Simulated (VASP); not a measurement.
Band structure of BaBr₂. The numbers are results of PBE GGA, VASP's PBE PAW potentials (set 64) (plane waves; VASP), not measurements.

The cell holds a wide vacuum, so values per volume refer to the whole cell. Unless said otherwise, spin-orbit coupling is left out, though it shifts the bands of the heavy elements here.

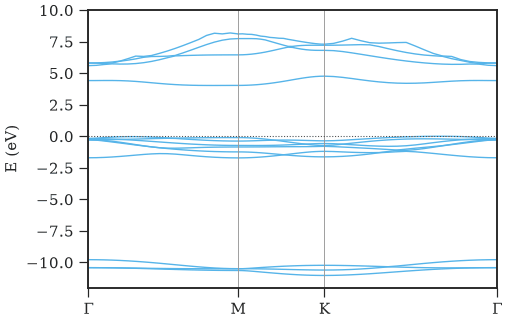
Bands along high-symmetry lines, zero at the valence-band maximum or, without a gap, the Fermi level

Q: Read the plot: is there a gap, and where are the band edges?

A: The gap is indirect, 4.03 eV, from the valence maximum at K-Γ at 0.68 to the conduction minimum at Γ-M at 0.84.

The cell is a sheet with vacuum, built from a generated structure.
